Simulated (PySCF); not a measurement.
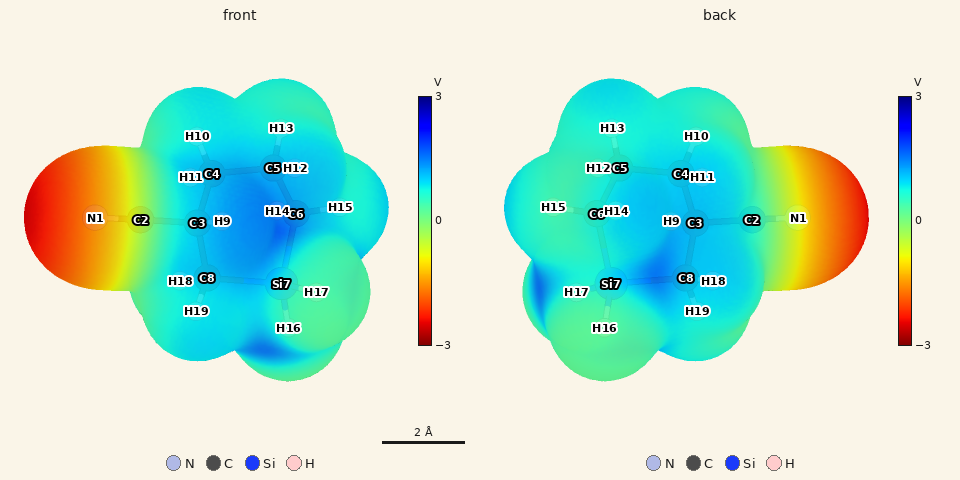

Figure 1: C6H11NSi. The molecular electrostatic potential painted on the density surface at 0.002 e/bohr³, seen from the front and from behind; the colour scale runs from red (negative) to blue (positive).

Geometry: GFN2-xTB.

The calculation used WP04/pcSseg-1, SCF density, in a water solvent model, non-relativistic (PySCF).

```yaml
atoms:
  - { symbol: N, position_ang: [3.4911, -1.2662, -0.7130] }
  - { symbol: C, position_ang: [2.5246, -0.6967, -0.4896] }
  - { symbol: C, position_ang: [1.2841, -0.0046, -0.2293] }
  - { symbol: C, position_ang: [0.6283, -0.6009, 1.0253] }
  - { symbol: C, position_ang: [-0.5539, 0.2261, 1.5258] }
  - { symbol: C, position_ang: [-1.7535, 0.1672, 0.5805] }
  - { symbol: Si, position_ang: [-1.2729, 0.7622, -1.1592] }
  - { symbol: C, position_ang: [0.3900, -0.1092, -1.4718] }
  - { symbol: H, position_ang: [1.5260, 1.0489, -0.0388] }
  - { symbol: H, position_ang: [1.3808, -0.6629, 1.8168] }
  - { symbol: H, position_ang: [0.2959, -1.6186, 0.8048] }
  - { symbol: H, position_ang: [-0.2378, 1.2648, 1.6541] }
  - { symbol: H, position_ang: [-0.8462, -0.1488, 2.5108] }
  - { symbol: H, position_ang: [-2.1177, -0.8614, 0.5382] }
  - { symbol: H, position_ang: [-2.5664, 0.7649, 0.9938] }
  - { symbol: H, position_ang: [-2.2596, 0.3731, -2.1677] }
  - { symbol: H, position_ang: [-1.0664, 2.2166, -1.1584] }
  - { symbol: H, position_ang: [0.2314, -1.1649, -1.7015] }
  - { symbol: H, position_ang: [0.9123, 0.3196, -2.3282] }
```

**Describe the electrostatic potential map.**

The most negative region (about −2.5 V) lies over N1, the most positive (about +1.6 V) over Si7 and H9. N1 is the likeliest acceptor of a hydrogen bond.
